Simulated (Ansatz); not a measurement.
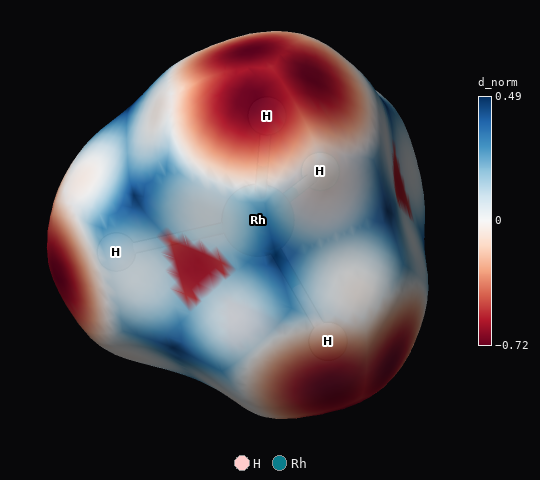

Hirshfeld surface computed for the H4Rh molecule in H₆Rh (F-43m), coloured by d_norm.

The surface is where the fragment's share of the procrystal density (the sum of the densities of spherically averaged neutral Hartree-Fock atoms) equals one half. d_i and d_e are the distances from the surface to the nearest nucleus inside and outside; d_norm adds both, each measured against its van der Waals radius (Alvarez: H 1.20 Å, Rh 2.44 Å), so red marks contacts shorter than the sum of radii, white equal and blue longer. From Rb on the atoms have core potentials, so only their outer electrons count. X–H bonds are as in the structure, not normalised.

Origin of the cell: the input geometry of an electronic-structure calculation (not necessarily at equilibrium); the starting structure was generated, so it need not be a known form of this composition.

```cif
data_structure
_symmetry_space_group_name_H-M 'F-43m'
_symmetry_Int_Tables_number 216
_cell_length_a 5.7541
_cell_length_b 5.7541
_cell_length_c 5.7541
_cell_angle_alpha 90.000
_cell_angle_beta 90.000
_cell_angle_gamma 90.000
_cell_volume 190.52
loop_
_atom_site_label
_atom_site_type_symbol
_atom_site_symmetry_multiplicity
_atom_site_Wyckoff_symbol
_atom_site_fract_x
_atom_site_fract_y
_atom_site_fract_z
_atom_site_occupancy
H1 H 16 e 0.15556 0.84444 0.84444 1
H2 H 4 d 0.25000 0.25000 0.75000 1
H3 H 4 b 0.50000 0.00000 0.00000 1
Rh1 Rh 4 a 0.00000 0.00000 0.00000 1
```

> Which contact with the surroundings is the closest relative to the atoms' sizes?

H···H at 1.54 Å, 64 % of the sum of the van der Waals radii.

> How is the surface shared among contacts (both directions of a pair summed)?

H···H 97 %, H···Rh 3.1 %.

> Give the size and shape of the surface.

It encloses about 30.1 Å³, has an area of about 49 Å² and a globularity of 0.95 (1 for a sphere).
